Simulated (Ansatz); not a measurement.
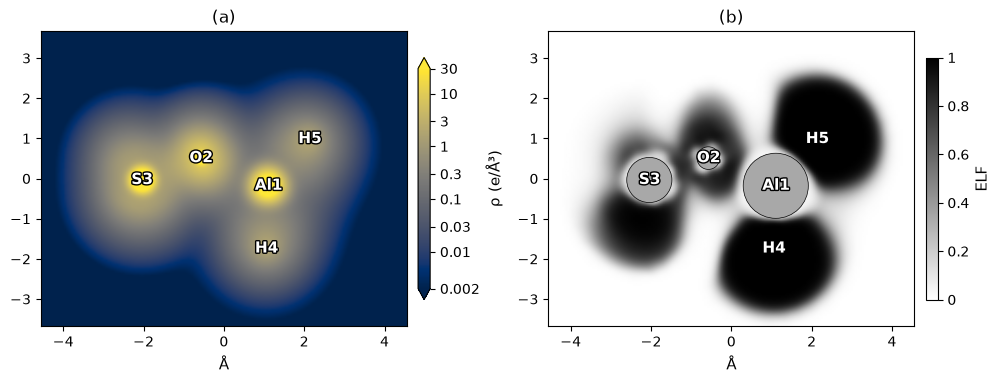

Figure 1: AlH$_{4}$OS (SMILES [AlH2][O][SH2+]) (charge +1). (a) electron density; (b) ELF on the plane of atoms H4, Al1 and H5. Grey discs cover the atomic cores in the ELF map.

Theory: Ansatz, RKS r2SCANh/def2-SVP.

The calculation's input:

```
crystal:
  periodic: [false, false, false]
  atoms:
    - { symbol: Al, position_ang: [-1.25158, 0.50467, -0.84493] }
    - { symbol: O, position_ang: [0.23812, 0.02356, -0.1065] }
    - { symbol: S, position_ang: [1.66285, -0.3702, 0.4674] }
    - { symbol: H, position_ang: [-1.85412, -0.5436, -1.76598] }
    - { symbol: H, position_ang: [-1.7165, 1.89015, -0.42554] }
    - { symbol: H, position_ang: [2.35578, 0.78665, 0.17126] }
    - { symbol: H, position_ang: [2.19452, -0.98954, -0.64687] }
total_charge: 1
basis:
  gaussian: { orbitals: def2-SVP }
hamiltonian:
  xc: r2scanh
relax:
  f_tol: 0.015
  max_steps: 40
output:
  orbitals: {}
```

Command:

```sh
ansatz run input.yaml --threads 1 --pin off --max-ram 2048MiB --backend cpu --events-out ev --progress --plain --runs-dir out
```

The fields are those of the relaxed geometry.

**Interpret the plot.**

Atoms in the plane: Al, O, S and H. S–O (1.57 Å): the density is about 1.7 e/Å³ at the midpoint; the ELF peaks at about 0.85 between the atoms, as expected for a shared but strongly polarised pair. Al–O (1.81 Å): the density is about 0.58 e/Å³ at the midpoint; the ELF peaks at about 0.90 in the valence shell of O, 0.6 Å from its nucleus, and is about 0.25 at the midpoint. Al–H (1.56 Å): the density is about 0.58 e/Å³ at the midpoint; the ELF climbs to about 1 towards the hydrogen. The ELF also peaks beside S3 and O2, away from the bonds: lone-pair regions.
